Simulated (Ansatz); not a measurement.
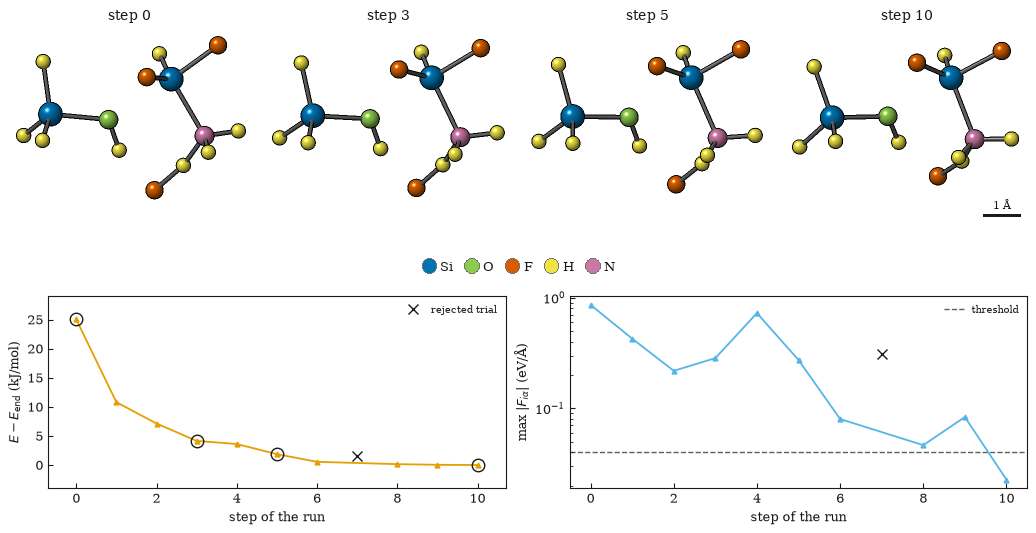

Frames of a constrained relaxation of Si2NH8OF3, marked on the history of the run. The picture is a ball-and-stick view, seen from a free direction.

The reaction that was planned forms Si1–N8, H7–F10, O2–H9 and breaks Si1–O2, H7–N8, H9–F10 (atoms numbered from 1 in input order).

Theory: Ansatz, RKS PBE0-D4/def2-SVP.

The input:
```yaml
crystal:
  periodic: [false, false, false]
  atoms:
    - {symbol: Si, position_ang: [-0.662100, -0.078700, 1.215100]}
    - {symbol: O, position_ang: [0.040800, -0.468200, -0.726300]}
    - {symbol: Si, position_ang: [0.752000, -1.789900, -1.416400]}
    - {symbol: F, position_ang: [0.653000, -0.872300, 1.661900]}
    - {symbol: F, position_ang: [-1.193900, 0.136200, 2.745800]}
    - {symbol: H, position_ang: [-1.901600, -0.542900, 0.658600]}
    - {symbol: H, position_ang: [-0.129900, 1.895700, -0.251500]}
    - {symbol: N, position_ang: [-0.183800, 1.637500, 0.928300]}
    - {symbol: H, position_ang: [0.033800, 0.388200, -1.242700]}
    - {symbol: F, position_ang: [-0.043400, 1.908300, -1.472500]}
    - {symbol: H, position_ang: [2.193600, -1.705000, -1.194300]}
    - {symbol: H, position_ang: [0.139600, -2.921800, -0.731500]}
    - {symbol: H, position_ang: [0.393400, -1.709300, -2.829800]}
    - {symbol: H, position_ang: [0.743000, 1.838800, 1.294000]}
    - {symbol: H, position_ang: [-0.834400, 2.283300, 1.361300]}
basis:
  gaussian: {orbitals: def2-SVP}
hamiltonian: {xc: pbe0, dispersion: d4}
relax: {f_tol: 0.04, max_steps: 150, escape_saddle: false, constraints: [{distance: [0, 7]}, {distance: [6, 9]}, {distance: [1, 8]}, {distance: [0, 1]}, {distance: [6, 7]}, {distance: [8, 9]}]}
```

Run as
```bash
ansatz run in.yaml --threads 4 --pin off --events-out ev --progress --plain --max-ram 66560MiB --backend cpu
```

Question: What happens along the run?

Answer: The energy falls by 25.0 kJ/mol in 9 accepted moves (10 points after the start). Largest force component: 0.86 eV/Å at the start, 0.023 eV/Å at the end. The line search rejected the trial step at point 7 of the run. The largest moves after the best rigid fit, 0.75 Å, are those of H14 and H15. By element the largest moves are H 0.75 Å, F 0.62 Å, N 0.26 Å, Si 0.22 Å, O 0.20 Å. Near-neighbour distances that change, for instance: O2–Si3 1.652 → 1.692 Å, Si1–H6 1.436 → 1.467 Å, Si3–H11 1.461 → 1.491 Å, Si1–F4 1.600 → 1.628 Å. Bond angles that change, for instance: F4–Si1–H6 131.1° → 121.6°, H7–N8–H15 108.0° → 114.8°, F4–Si1–N8 107.4° → 112.2°. Groups turn about Si1–N8 by about 25°. From step 0 to 3: H14 moves most (0.34 Å), energy −20.9 kJ/mol. From step 3 to 5: H15 moves most (0.20 Å), energy −2.28 kJ/mol. From step 5 to 10: F10 moves most (0.27 Å), energy −1.87 kJ/mol.

```csv
step,"E − E(0), kJ/mol","largest force component, eV/Å",note
0,0.00,0.8616,
1,-14.22,0.4264,
2,-17.89,0.2183,
3,-20.87,0.2842,
4,-21.41,0.7261,
5,-23.15,0.2735,
6,-24.47,0.0801,
7,-23.39,0.3124,rejected
8,-24.87,0.0464,
9,-24.98,0.0834,
10,-25.02,0.0227,
```
